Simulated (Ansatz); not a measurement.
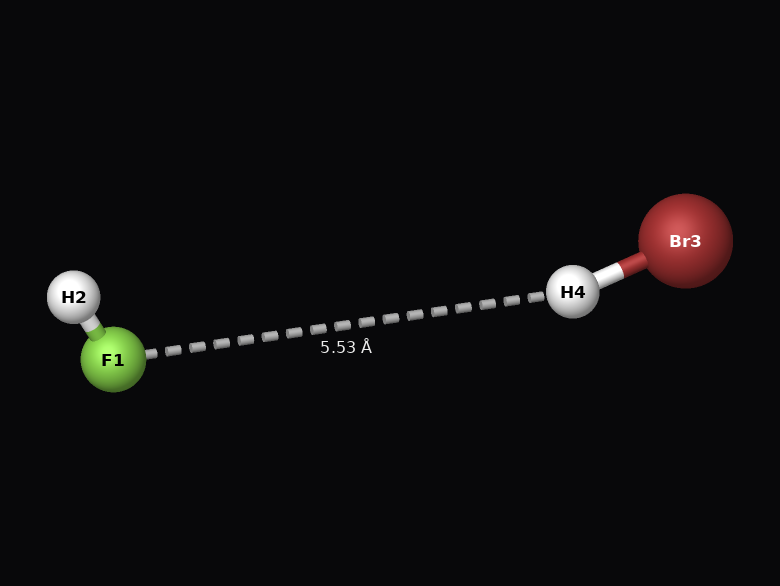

Two molecules or ions; the broken line marks their closest contact (measured against van der Waals radii). Geometry: a pair of rigid molecules at a changed separation. Program: Ansatz 0.2.0.

Q: Which two species are they?

A: HF and HBr (`Br.F`).

Give the counterpoise-corrected interaction energy (kJ/mol, monomers kept as in the pair) with RHF-CCSD(T) (frozen core)/def2-TZVPPD; ωB97M-V/def2-TZVPPD; PBE0-D4/def2-TZVPPD.

```json
{"level": "RHF-CCSD(T) (frozen core)/def2-TZVPPD", "interaction energy (kJ/mol)": "−0.8"}
{"level": "ωB97M-V/def2-TZVPPD", "interaction energy (kJ/mol)": "−0.8"}
{"level": "PBE0-D4/def2-TZVPPD", "interaction energy (kJ/mol)": "−0.8"}
```
